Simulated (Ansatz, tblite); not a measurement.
# Al3N3 zinc blende ring rod (Al3N3H12): removing and adding an electron

Aim: the energy of removing and adding an electron for Al3N3 zinc blende ring rod (Al3N3H12), by energy differences, and how well orbital energies stand in for it.

Computed with Ansatz 0.2.0, Gaussian basis. Level: as each input shows.

Levels to be run: charge +1 doublet, at the geometry of the singlet (PBE0-D4/def2-TZVP, PBE-D4/def2-TZVP, LDA/def2-TZVP, CCSD(T)/def2-SVP); charge -1 doublet, at the geometry of the singlet (PBE0-D4/def2-TZVPD, PBE-D4/def2-TZVPD, LDA/def2-TZVPD); the starting singlet's energies come from earlier runs.

2 further runs of the same task are left out: 2 set aside as unsound or not needed.

## Step 1: The structure

The geometry is that of the singlet, from an earlier relaxation (r2SCAN-D4/def2-SVP).

18 atoms, charge 0, spin multiplicity 1.

Atoms are counted from 1 here; the program's logs count them from 0.

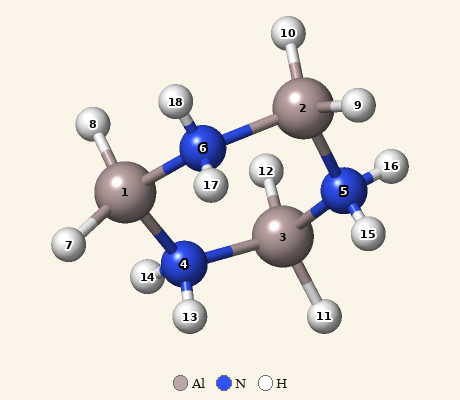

The geometry (aluminium light grey, nitrogen blue, hydrogen white); atoms are numbered from 1 in the order of the file.

## Step 2: Charge +1 doublet at the fixed geometry, PBE0-D4/def2-TZVP

Input file in.yaml:

```yaml
crystal:
  periodic: [false, false, false]
  atoms:
    - {symbol: Al, position_ang: [-0.681447, -0.679683, 1.760968]}
    - {symbol: Al, position_ang: [1.766718, -0.665145, -0.672137]}
    - {symbol: Al, position_ang: [-0.661403, 1.767761, -0.672943]}
    - {symbol: N, position_ang: [-1.601878, 0.591994, 0.584517]}
    - {symbol: N, position_ang: [0.565806, 0.564107, -1.617073]}
    - {symbol: N, position_ang: [0.588434, -1.603038, 0.584894]}
    - {symbol: H, position_ang: [-1.773059, -1.769028, 2.197726]}
    - {symbol: H, position_ang: [0.148376, 0.148679, 2.838511]}
    - {symbol: H, position_ang: [2.251588, -1.752502, -1.745161]}
    - {symbol: H, position_ang: [2.807156, 0.199901, 0.167258]}
    - {symbol: H, position_ang: [-1.747757, 2.254063, -1.746342]}
    - {symbol: H, position_ang: [0.205083, 2.807068, 0.166348]}
    - {symbol: H, position_ang: [-2.372778, 0.117631, 0.101236]}
    - {symbol: H, position_ang: [-2.087491, 1.232855, 1.225489]}
    - {symbol: H, position_ang: [0.061844, 0.060939, -2.355818]}
    - {symbol: H, position_ang: [1.190505, 1.187432, -2.144842]}
    - {symbol: H, position_ang: [0.112421, -2.372750, 0.101399]}
    - {symbol: H, position_ang: [1.227891, -2.090264, 1.225979]}
basis:
  gaussian: {orbitals: def2-TZVP}
total_charge: 1
magnetization: {spin_polarized: true, initial_magnetization: 1}
hamiltonian: {xc: pbe0, dispersion: d4}
scf: {omitted_lower_state_checks: [starts]}
output: {orbitals: {seedname: orbitals}}
```

Command:

```sh
$ ansatz run in.yaml --threads 4 --pin off --events-out ev --progress --plain --max-ram 4787MiB
```

Output:

```text
Functional definition: PBE0
  name "PBE0"
  cite "Adamo & Barone, J. Chem. Phys. 110, 6158 (1999) doi:10.1063/1.478522"
  cite "Perdew, Burke & Ernzerhof, Phys. Rev. Lett. 77, 3865 (1996) doi:10.1103/PhysRevLett.77.3865"
  parent pbe
  parameter a = 0.25
  parameter kappa = 0.804
  parameter beta = 0.06672455060314922
  exchange = (1 - a)*pbe_x(kappa = kappa, mu = beta*pi^2/3) + a*exact_x
  correlation = pbe_c(beta = beta)
these checks for a lower state are left out or cut short: starts
1830 factors; their error is unknown
mean field evaluation 1: about -24415.3628 eV, gradient 8.2e1 eV
mean field evaluation 2: about -24369.0882 eV, gradient 1.2e2 eV
mean field evaluation 4: about -24437.4143 eV, gradient 1.6e1 eV
mean field evaluation 8: about -24438.4950 eV, gradient 1.0e1 eV
mean field evaluation 16: about -24440.2243 eV, gradient 4.4e-3 eV
mean field -24440.22427675 eV, -898.1616759914 hartree, gradient 3.6e-5 eV, S^2 0.757624; 0 other end points of the search recorded, 0 dependent functions left out
reference -24440.22432689 eV, -898.1616778343 hartree; 36, 35 occupied and 240, 241 virtual orbitals, 1830 factors
Total energy: -24440.61248679 eV, -898.1759424474 hartree
Checks for a lower state left out: starts
```

It took 17 s on 4 threads of Arm Neoverse V1, shared host; peak memory 1.4 GiB.

HOMO -11.73 eV, LUMO -11.00 eV (over both spins); ⟨S²⟩ 0.758 (pure: 0.75).

## Step 3: Charge +1 doublet at the fixed geometry, PBE-D4/def2-TZVP

start.molden holds the orbitals of an earlier run on this state, given as this run's starting guess.

in.yaml, as its differences from that of step 2:

```diff
@@ -22,6 +22,6 @@
 basis:
-  gaussian: {orbitals: def2-TZVP}
+  gaussian: {orbitals: def2-TZVP, initial_orbitals: start.molden}
 total_charge: 1
 magnetization: {spin_polarized: true, initial_magnetization: 1}
-hamiltonian: {xc: pbe0, dispersion: d4}
+hamiltonian: {xc: pbe, dispersion: d4}
 scf: {omitted_lower_state_checks: [starts]}
```

Launched as before.

Output:

```text
Functional definition: PBE
  name "PBE"
  cite "Perdew, Burke & Ernzerhof, Phys. Rev. Lett. 77, 3865 (1996) doi:10.1103/PhysRevLett.77.3865"
  parent pbe
  parameter kappa = 0.804
  parameter beta = 0.06672455060314922
  exchange = pbe_x(kappa = kappa, mu = beta*pi^2/3)
  correlation = pbe_c(beta = beta)
these checks for a lower state are left out or cut short: starts
1770 factors; their error is unknown
mean field evaluation 1: about -24438.1245 eV, gradient 9.4e0 eV
mean field evaluation 2: about -24438.2716 eV, gradient 1.8e-1 eV
mean field evaluation 4: about -24438.2374 eV, gradient 1.4e-3 eV
mean field -24438.23737685 eV, -898.0886587670 hartree, gradient 4.3e-5 eV, S^2 0.752722; 0 other end points of the search recorded, 0 dependent functions left out
reference -24438.23744454 eV, -898.0886612546 hartree; 36, 35 occupied and 240, 241 virtual orbitals, 1770 factors
Total energy: -24438.68693793 eV, -898.1051798319 hartree
Checks for a lower state left out: starts
```

Wall time 7.5 s (4 threads of Arm Neoverse V1, shared host).

Report: HOMO -10.91 eV, LUMO -10.96 eV (over both spins; with the spin held, an empty level of the minority spin lies below the top filled one); ⟨S²⟩ 0.753 (pure: 0.75).

## Step 4: Charge +1 doublet at the fixed geometry, LDA/def2-TZVP

in.yaml, as its differences from that of step 3:

```diff
@@ -25,3 +25,3 @@
 magnetization: {spin_polarized: true, initial_magnetization: 1}
-hamiltonian: {xc: pbe, dispersion: d4}
+hamiltonian: {xc: lda}
 scf: {omitted_lower_state_checks: [starts]}
```

Launched as before.

Output:

```text
Functional definition: SPW92
  name "SPW92"
  cite "Dirac, Proc. Camb. Phil. Soc. 26, 376 (1930) doi:10.1017/S0305004100016108"
  cite "Slater, Phys. Rev. 81, 385 (1951) doi:10.1103/PhysRev.81.385"
  cite "Perdew & Wang, Phys. Rev. B 45, 13244 (1992) doi:10.1103/PhysRevB.45.13244"
  exchange = slater_x
  correlation = pw_c
these checks for a lower state are left out or cut short: starts
1770 factors; their error is unknown
mean field evaluation 1: about -24329.9294 eV, gradient 3.0e1 eV
mean field evaluation 2: about -24330.5643 eV, gradient 8.9e-1 eV
mean field evaluation 4: about -24330.5425 eV, gradient 2.5e-1 eV
mean field evaluation 8: about -24330.5426 eV, gradient 2.1e-5 eV
mean field -24330.54262287 eV, -894.1309495564 hartree, gradient 2.1e-5 eV, S^2 0.752170; 0 other end points of the search recorded, 0 dependent functions left out
reference -24330.54268608 eV, -894.1309518794 hartree; 36, 35 occupied and 240, 241 virtual orbitals, 1770 factors
Total energy: -24330.54268608 eV, -894.1309518794 hartree
Checks for a lower state left out: starts
```

It took 3.7 s on 4 threads of Arm Neoverse V1, shared host.

Report: HOMO -10.93 eV, LUMO -10.98 eV (over both spins; with the spin held, an empty level of the minority spin lies below the top filled one); ⟨S²⟩ 0.752 (pure: 0.75).

## Step 5: Charge +1 doublet at the fixed geometry, CCSD(T)/def2-SVP

in.yaml, as its differences from that of step 4:

```diff
@@ -22,7 +22,7 @@
 basis:
-  gaussian: {orbitals: def2-TZVP, initial_orbitals: start.molden}
+  gaussian: {orbitals: def2-SVP, initial_orbitals: start.molden}
 total_charge: 1
 magnetization: {spin_polarized: true, initial_magnetization: 1}
-hamiltonian: {xc: lda}
-scf: {omitted_lower_state_checks: [starts]}
+correlation: {method: ccsd_t}
+scf: {omitted_lower_state_checks: [starts, cluster_reference]}
 output: {orbitals: {seedname: orbitals}}
```

Launched as before.

Output, cut to the lines that bear on the results:

```text
Functional definition: HF
  name "HF"
  cite "Fock, Z. Phys. 61, 126 (1930) doi:10.1007/BF01340294"
  parent pbe
[...]
1521 factors; integrals over basis functions are off by at most 1.2e-3 eV
[...]
mean field -24370.20029332 eV, -895.5883420645 hartree, gradient 2.5e-6 eV, S^2 0.803819; 0 other end points of the search recorded, 0 dependent functions left out
18 core orbitals not correlated: weight in the atoms' cores, before any rotation towards them, 1.000 or more for the frozen orbitals, at most 0.000 for the correlated occupied ones
reference -24370.20029332 eV, -895.5883420645 hartree; 18, 17 occupied and 120, 121 virtual orbitals, 1521 factors
second order -20.04829069 eV of doubles, -0.00000000 eV of singles
cycle   1  -21.30297410 eV  change    -1.3e0 eV  update   1.1e-1
[...]
cycle  23  -22.17334186 eV  change    2.6e-5 eV  update   3.1e-5
perturbative correction -0.58688129 eV, -0.0215674897 hartree
Total energy: -24392.96051647 eV, -896.4247648380 hartree
Checks for a lower state left out: starts, cluster_reference
```

It took 2.8 min on 4 threads of Arm Neoverse V1, shared host; peak memory 3.1 GiB.

From the report: Hartree-Fock HOMO -14.16 eV, LUMO -8.63 eV (over both spins); ⟨S²⟩ 0.804 (pure: 0.75); T1 0.027.

## Step 6: Vertical ionisation energy

Charged state less starting state, singlet to doublet; the starting state's energies are those of its earlier runs.

```tsv
method	vertical ionisation energy (eV)	from CCSD(T)/def2-SVP (eV)	time
HF/def2-SVP	9.80	-0.42	
LDA/def2-TZVP	8.76	-1.46	5.9 s
PBE-D4/def2-TZVP	8.79	-1.43	11 s
PBE0-D4/def2-TZVP	9.44	-0.78	26 s
MP2/def2-SVP	10.27	+0.05	
CCSD/def2-SVP	10.27	+0.05	
CCSD(T)/def2-SVP	10.22	0	3.2 min
```

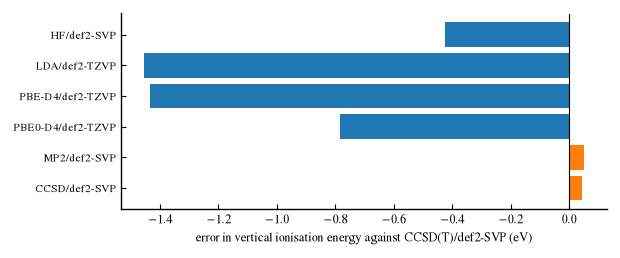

Deviations from CCSD(T)/def2-SVP, method by method.

Times add the two runs; a level without a time comes out of a correlated run.

Beside −ε(HOMO) of the starting state:

```tsv
level	−ε(HOMO) (eV)	by difference (eV)	mismatch (eV)
LDA/def2-TZVP	6.54	8.76	-2.23
PBE-D4/def2-TZVP	6.51	8.79	-2.28
PBE0-D4/def2-TZVP	7.78	9.44	-1.66
```

## Step 7: Charge -1 doublet at the fixed geometry, PBE0-D4/def2-TZVPD

in.yaml, as its differences from that of step 5:

```diff
@@ -22,7 +22,7 @@
 basis:
-  gaussian: {orbitals: def2-SVP, initial_orbitals: start.molden}
-total_charge: 1
+  gaussian: {orbitals: def2-TZVPD}
+total_charge: -1
 magnetization: {spin_polarized: true, initial_magnetization: 1}
-correlation: {method: ccsd_t}
-scf: {omitted_lower_state_checks: [starts, cluster_reference]}
+hamiltonian: {xc: pbe0, dispersion: d4}
+scf: {omitted_lower_state_checks: [starts]}
 output: {orbitals: {seedname: orbitals}}
```

Same command.

Output, cut to the lines that bear on the results:

```text
Functional definition: PBE0
  name "PBE0"
  cite "Adamo & Barone, J. Chem. Phys. 110, 6158 (1999) doi:10.1063/1.478522"
  cite "Perdew, Burke & Ernzerhof, Phys. Rev. Lett. 77, 3865 (1996) doi:10.1103/PhysRevLett.77.3865"
  parent pbe
[...]
2031 factors; their error is unknown
[...]
mean field -24449.31170539 eV, -898.4956328342 hartree, gradient 9.7e-6 eV, S^2 0.750248; 0 other end points of the search recorded, 0 dependent functions left out
reference -24449.31175534 eV, -898.4956346701 hartree; 37, 36 occupied and 311, 312 virtual orbitals, 2031 factors
Total energy: -24449.79156044 eV, -898.5132671824 hartree
Checks for a lower state left out: starts
```

Run time: 52 s. Hardware: 4 threads of Arm Neoverse V1, shared host; peak memory 1.7 GiB.

HOMO 1.37 eV, LUMO 2.35 eV (over both spins); ⟨S²⟩ 0.750 (pure: 0.75). Doubts: highest occupied level lies above zero.

## Step 8: Charge -1 doublet at the fixed geometry, PBE-D4/def2-TZVPD

in.yaml, as its differences from that of step 7:

```diff
@@ -22,6 +22,6 @@
 basis:
-  gaussian: {orbitals: def2-TZVPD}
+  gaussian: {orbitals: def2-TZVPD, initial_orbitals: start.molden}
 total_charge: -1
 magnetization: {spin_polarized: true, initial_magnetization: 1}
-hamiltonian: {xc: pbe0, dispersion: d4}
+hamiltonian: {xc: pbe, dispersion: d4}
 scf: {omitted_lower_state_checks: [starts]}
```

Launched as before.

Output:

```text
Functional definition: PBE
  name "PBE"
  cite "Perdew, Burke & Ernzerhof, Phys. Rev. Lett. 77, 3865 (1996) doi:10.1103/PhysRevLett.77.3865"
  parent pbe
  parameter kappa = 0.804
  parameter beta = 0.06672455060314922
  exchange = pbe_x(kappa = kappa, mu = beta*pi^2/3)
  correlation = pbe_c(beta = beta)
these checks for a lower state are left out or cut short: starts
1941 factors; their error is unknown
mean field evaluation 1: about -24446.7069 eV, gradient 9.4e0 eV
mean field evaluation 2: about -24446.8723 eV, gradient 2.5e-1 eV
mean field evaluation 4: about -24446.8481 eV, gradient 6.1e-3 eV
mean field evaluation 8: about -24446.8481 eV, gradient 1.1e-5 eV
mean field -24446.84812960 eV, -898.4050980938 hartree, gradient 1.3e-5 eV, S^2 0.750247; 0 other end points of the search recorded, 0 dependent functions left out
reference -24446.84819677 eV, -898.4051005623 hartree; 37, 36 occupied and 311, 312 virtual orbitals, 1941 factors
Total energy: -24447.40294944 eV, -898.4254873471 hartree
Checks for a lower state left out: starts
```

Wall time 17 s (4 threads of Arm Neoverse V1, shared host); peak memory 0.88 GiB.

HOMO 1.61 eV, LUMO 1.84 eV (over both spins); ⟨S²⟩ 0.750 (pure: 0.75). Doubts: highest occupied level lies above zero.

## Step 9: Charge -1 doublet at the fixed geometry, LDA/def2-TZVPD

in.yaml, as its differences from that of step 8:

```diff
@@ -25,3 +25,3 @@
 magnetization: {spin_polarized: true, initial_magnetization: 1}
-hamiltonian: {xc: pbe, dispersion: d4}
+hamiltonian: {xc: lda}
 scf: {omitted_lower_state_checks: [starts]}
```

Same command.

Output:

```text
Functional definition: SPW92
  name "SPW92"
  cite "Dirac, Proc. Camb. Phil. Soc. 26, 376 (1930) doi:10.1017/S0305004100016108"
  cite "Slater, Phys. Rev. 81, 385 (1951) doi:10.1103/PhysRev.81.385"
  cite "Perdew & Wang, Phys. Rev. B 45, 13244 (1992) doi:10.1103/PhysRevB.45.13244"
  exchange = slater_x
  correlation = pw_c
these checks for a lower state are left out or cut short: starts
1941 factors; their error is unknown
mean field evaluation 1: about -24338.6300 eV, gradient 3.0e1 eV
mean field evaluation 2: about -24339.3225 eV, gradient 1.0e0 eV
mean field evaluation 4: about -24339.3222 eV, gradient 3.0e-1 eV
mean field evaluation 8: about -24339.3225 eV, gradient 7.3e-5 eV
mean field -24339.32247794 eV, -894.4536032791 hartree, gradient 1.2e-5 eV, S^2 0.750247; 0 other end points of the search recorded, 0 dependent functions left out
reference -24339.32253211 eV, -894.4536052697 hartree; 37, 36 occupied and 311, 312 virtual orbitals, 1941 factors
Total energy: -24339.32253211 eV, -894.4536052697 hartree
Checks for a lower state left out: starts
```

Wall time 8.5 s (4 threads of Arm Neoverse V1, shared host); peak memory 0.85 GiB.

HOMO 1.51 eV, LUMO 1.65 eV (over both spins); ⟨S²⟩ 0.750 (pure: 0.75). Doubts: highest occupied level lies above zero.

## Step 10: Vertical electron affinity

Starting state less charged state (positive: the electron is bound), singlet to doublet; the starting state's energies are those of its earlier runs.

```tsv
level	vertical electron affinity (eV)	time
LDA/def2-TZVPD	-0.03	12 s
PBE-D4/def2-TZVPD	-0.12	24 s
PBE0-D4/def2-TZVPD	-0.29	63 s
```

Times add the two runs; a level without a time comes out of a correlated run.

Beside −ε(LUMO) of the starting state:

```tsv
level	−ε(LUMO) (eV)	by difference (eV)	mismatch (eV)
LDA/def2-TZVPD	1.43	-0.03	+1.47
PBE-D4/def2-TZVPD	1.31	-0.12	+1.43
PBE0-D4/def2-TZVPD	0.61	-0.29	+0.91
```

## Step 11: Summary of results

| quantity | value |
| --- | --- |
| vertical ionisation energy, functionals in def2-TZVP | 8.76 (LDA) to 9.44 eV (PBE0-D4) |
| vertical ionisation energy, CCSD(T)/def2-SVP | 10.22 eV |
| vertical electron affinity, functionals in def2-TZVPD | -0.29 (PBE0-D4) to -0.03 eV (LDA) |

What this shows: The vertical ionisation energy spans 8.76 to 9.44 eV over the functionals, beside 10.22 eV from CCSD(T)/def2-SVP. −ε(HOMO) misses the level's own difference by -1.66 eV at best (PBE0-D4) and -2.28 eV at worst (PBE-D4). The yardstick is in a double-zeta basis, so levels in larger sets aren't compared like for like. The reference is CCSD(T) in one finite basis, so it carries an error of its own, often a tenth of an eV or more, and near misses can't be ranked. The vertical electron affinity spans -0.29 to -0.03 eV over the functionals. A negative affinity means an unbound electron, held by the basis alone. −ε(LUMO) misses the level's own difference by +0.91 eV at best (PBE0-D4) and +1.47 eV at worst (LDA).
